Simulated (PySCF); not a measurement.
# PBE/def2-TZVPP (core potential) run of InF (SMILES [F][In])

Aim: the energy change on altering one bond length of InF at PBE/def2-TZVPP (core potential), from 2 runs. The job is set up through a Python script.

The results are computed with PySCF 2.14.0.

4 further runs of the same task are left out: 4 set aside as unsound or not needed.

### 1 Starting point

InF: 2 atoms, total charge 0, spin state singlet. As SMILES, `[F][In]`. The shape is that of a PBE0-D4/def2-TZVP optimisation.

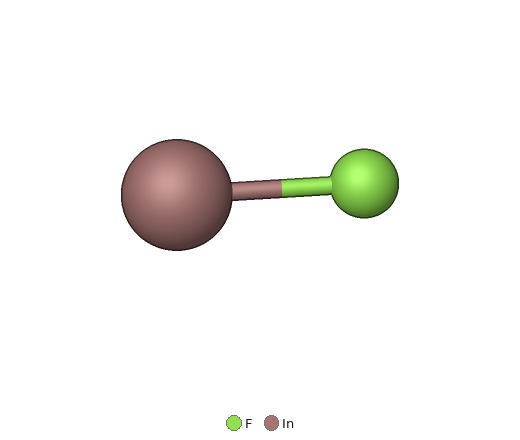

The structure, seen from a chosen angle (fluorine green, indium brown).

### 2 The energy at PBE/def2-TZVPP (core potential)

calc.py reads:

```python
from pyscf import gto, dft

mol = gto.M(
    atom='''
F      0.000000     0.000000     0.030066
In     0.000000     0.000000     3.797556
''',
    verbose=4,
    basis='def2-tzvpp',
    max_memory=1860,
    ecp={'In': 'def2-svp'},
    unit='bohr',
)

myscf = dft.RKS(mol, xc='pbe')
myscf.conv_tol = 1e-10
myscf.grids.level = 5
myscf.kernel()
if not myscf.converged:
    myscf = myscf.newton().run(myscf.mo_coeff, myscf.mo_occ)

e_tot = myscf.e_tot
print(f'total energy: {e_tot:.8f} hartree')
```

Run with:

```
OMP_NUM_THREADS=1 python calc.py
```

Log:

```text
PySCF version 2.14.0

[INPUT] num. atoms = 2
[INPUT] num. electrons = 30
[INPUT] charge = 0
[INPUT] spin (= nelec alpha-beta = 2S) = 0
[INPUT] symmetry False subgroup None
[INPUT] Mole.unit = bohr
[INPUT] Symbol           X                Y                Z      unit          X                Y                Z       unit  Magmom
[INPUT]  1 F      0.000000000000   0.000000000000   0.015910242024 AA    0.000000000000   0.000000000000   0.030066000000 Bohr   0.0
[INPUT]  2 In     0.000000000000   0.000000000000   2.009580092393 AA    0.000000000000   0.000000000000   3.797556000000 Bohr   0.0

nuclear repulsion = 50.1660256563388
number of shells = 27
number of NR pGTOs = 137
number of NR cGTOs = 81
basis = def2-tzvpp
ecp = {'In': 'def2-svp'}

******** <class 'pyscf.dft.rks.RKS'> ********
method = RKS
initial guess = minao
damping factor = 0
level_shift factor = 0
DIIS = <class 'pyscf.scf.diis.CDIIS'>
diis_start_cycle = 1
diis_space = 8
diis_damp = 0
SCF conv_tol = 1e-10
SCF conv_tol_grad = None
SCF max_cycles = 50
direct_scf = True
direct_scf_tol = 1e-13
XC library pyscf.dft.libxc version 7.0.0
    S. Lehtola, C. Steigemann, M. J.T. Oliveira, and M. A.L. Marques.,  SoftwareX 7, 1–5 (2018)
XC functionals = pbe
    J. P. Perdew, K. Burke, and M. Ernzerhof.,  Phys. Rev. Lett. 77, 3865 (1996)
    J. P. Perdew, K. Burke, and M. Ernzerhof.,  Phys. Rev. Lett. 78, 1396 (1997)
    J. P. Perdew, K. Burke, and M. Ernzerhof.,  Phys. Rev. Lett. 77, 3865 (1996)
    J. P. Perdew, K. Burke, and M. Ernzerhof.,  Phys. Rev. Lett. 78, 1396 (1997)
radial grids:
    Treutler-Ahlrichs [JCP 102, 346 (1995); DOI:10.1063/1.469408] (M4) radial grids

becke partition: Becke, JCP 88, 2547 (1988); DOI:10.1063/1.454033
pruning grids: <function nwchem_prune>
grids dens level: 5
symmetrized grids: False
atomic radii adjust function: <function treutler_atomic_radii_adjust>
small_rho_cutoff = 0
Set gradient conv threshold to 1e-05
Initial guess from minao.
tot grids = 91208
init E= -257.435356323499
  HOMO = -0.721189667661633  LUMO = -0.492403518490874  gap/eV = 6.22559
cycle= 1 E= -289.296881734587  delta_E= -31.9  |g|= 2.02  |ddm|= 43.7
  HOMO = -0.070275475479018  LUMO = 0.00380276914364216  gap/eV = 2.01577
cycle= 2 E= -287.88981827154  delta_E= 1.41  |g|= 3.76  |ddm|= 9.12
  HOMO = -0.245936624276883  LUMO = -0.0720929160155387  gap/eV = 4.73053
cycle= 3 E= -289.864843437232  delta_E= -1.98  |g|= 0.869  |ddm|= 3.66
  HOMO = -0.226482647386526  LUMO = -0.0796728018381918  gap/eV = 3.99490
cycle= 4 E= -289.976004679107  delta_E= -0.111  |g|= 0.394  |ddm|= 0.794
  HOMO = -0.234041836879502  LUMO = -0.0791042591203851  gap/eV = 4.21607
cycle= 5 E= -289.997915690736  delta_E= -0.0219  |g|= 0.0694  |ddm|= 0.25
  HOMO = -0.234910439470145  LUMO = -0.0799188193287478  gap/eV = 4.21754
cycle= 6 E= -289.99886924813  delta_E= -0.000954  |g|= 0.0207  |ddm|= 0.0878
  HOMO = -0.237079395238027  LUMO = -0.080885635124487  gap/eV = 4.25025
cycle= 7 E= -289.998935456798  delta_E= -6.62e-05  |g|= 0.00208  |ddm|= 0.0234
  HOMO = -0.23699205076495  LUMO = -0.0808875750759936  gap/eV = 4.24782
cycle= 8 E= -289.998936594968  delta_E= -1.14e-06  |g|= 0.000435  |ddm|= 0.00282
  HOMO = -0.236976848031645  LUMO = -0.0808593740400884  gap/eV = 4.24817
cycle= 9 E= -289.998936634487  delta_E= -3.95e-08  |g|= 2.68e-05  |ddm|= 0.000542
  HOMO = -0.236976347134075  LUMO = -0.08085975041636  gap/eV = 4.24815
cycle= 10 E= -289.998936634611  delta_E= -1.24e-10  |g|= 6.99e-06  |ddm|= 2.31e-05
  HOMO = -0.236976332021996  LUMO = -0.0808600593445528  gap/eV = 4.24814
cycle= 11 E= -289.998936634614  delta_E= -3.01e-12  |g|= 7.98e-07  |ddm|= 7.39e-06
  HOMO = -0.236976491172531  LUMO = -0.0808600775251351  gap/eV = 4.24814
Extra cycle  E= -289.998936634613  delta_E= 4.55e-13  |g|= 2.55e-06  |ddm|= 1.98e-06
converged SCF energy = -289.998936634613
total energy: -289.99893663 hartree
```

Run time: 6.6 s. Hardware: 1 thread of Arm Neoverse V1, shared host; peak memory 0.37 GiB.

### 3 The distorted shape, same level

mol.xyz reads:

```xyz
2
FIn
F      0.000000     0.000000    -0.582220
In     0.000000     0.000000     2.009580
```

calc.py reads:

```python
from pyscf import gto, dft

system = gto.M(
    atom='mol.xyz',
    verbose=3,
    ecp={'In': 'def2-svp'},
    max_memory=1860,
    basis='def2-tzvpp',
)

myscf = dft.RKS(system)
myscf.xc = 'pbe'
myscf.grids.level = 5
myscf.conv_tol = 1e-10
myscf.kernel()
if not myscf.converged:
    myscf = myscf.newton().run(myscf.mo_coeff, myscf.mo_occ)

e_final = myscf.e_tot
print('Final energy', e_final)
```

Run with:

```
OMP_NUM_THREADS=1 python calc.py
```

Log:

```text
converged SCF energy = -289.958876893039
Final energy -289.95887689303873
```

Wall time 7.8 s (1 thread of Arm Neoverse V1, shared host); peak memory 0.37 GiB.

### 4 Outcome

At PBE/def2-TZVPP (core potential):

```
                                                          quantity          value
                                         first shape: total energy  -289.99894 Eh
                                        first shape: dipole moment         3.02 D
                                          first shape: HOMO energy       -6.45 eV
                                          first shape: LUMO energy       -2.20 eV
                                        first shape: HOMO–LUMO gap        4.25 eV
                                     distorted shape: total energy  -289.95888 Eh
                                    distorted shape: dipole moment         6.40 D
                                      distorted shape: HOMO energy       -5.63 eV
                                      distorted shape: LUMO energy       -2.94 eV
                                    distorted shape: HOMO–LUMO gap        2.68 eV
energy change with the F1–In2 bond stretched from 1.994 to 2.592 Å       1.090 eV
```

**Reading.** With the F1–In2 bond stretched from 1.994 to 2.592 Å the energy rises by 1.09 eV (105 kJ/mol). The first shape isn't relaxed at this level, so the change isn't measured from a minimum.
